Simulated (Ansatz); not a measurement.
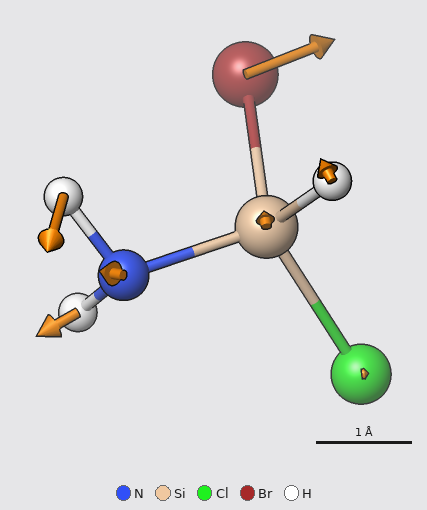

This is a relaxation of SiNH3BrCl (coarse preliminary run). The starting structure is drawn; orange arrows show the displacements, magnified 3 times. The two geometries are superimposed by the best rigid fit.

Style: ball-and-stick. Shown at a tilt.

The start comes from a force field.

Computed with Ansatz, RKS PBE-D4/def2-SVP. Set-up: force threshold 0.03 eV/Å; at most 200 steps.

Question: What happened in the run?

Answer: The largest move after the best rigid fit is that of the Br atom, 0.37 Å. Largest moves by element: Br 0.37 Å, H 0.34 Å, N 0.12 Å, Si 0.07 Å, Cl 0.03 Å. Near-neighbour distances that change, for instance: Br–Si 2.145 → 2.255 Å, N–Si 1.646 → 1.722 Å, Cl–Si 2.026 → 2.072 Å, H–N 1.061 → 1.024 Å. Among the angles between lasting bonds that change: H–N–H 99.7° → 110.9°, Si–N–H 108.8° → 119.0°, N–Si–Br 108.0° → 115.6°. Over 7 accepted moves (8 points after the start) the energy falls by 42.6 kJ/mol. The largest force component goes from 3.7 to 0.012 eV/Å. The line search rejected the trial step at point 3 of the run. The run took roughly 30 core-seconds on a shared host.
